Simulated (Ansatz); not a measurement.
# AlRu: pressure series

Start from AlRu in the CsCl type structure (space group Pm-3m, No. 221).

```
CELL_PARAMETERS angstrom
      2.97635     0.00000     0.00000
      0.00000     2.97635     0.00000
      0.00000     0.00000     2.97635
ATOMIC_POSITIONS crystal
  Al 0.00000 0.00000 0.00000
  Ru 0.50000 0.50000 0.50000
```

Cell and atoms are relaxed at each pressure.

Calculations: Ansatz (an electronic-structure program) PBEsol, no spin-orbit coupling.

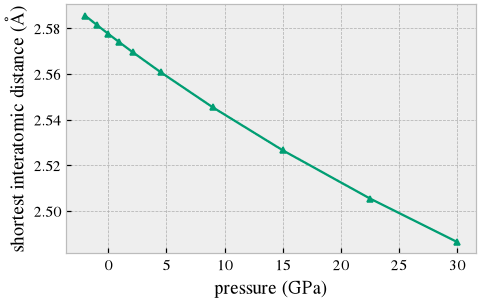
Figure: Shortest interatomic distance against pressure

**Question.** From the plot, what is the shortest interatomic distance for pressure −2 GPa?

**Answer.** About 2.586 Å.

**Question.** Is the trend monotonic over the range shown?

**Answer.** Yes, it falls throughout, spanning 2.486 Å to 2.586 Å.

Load acts through the strain it causes; cell and atoms are relaxed under it. Stability against distortions was not tested. No other phases were tried under pressure. The final runs are not spin-polarised.
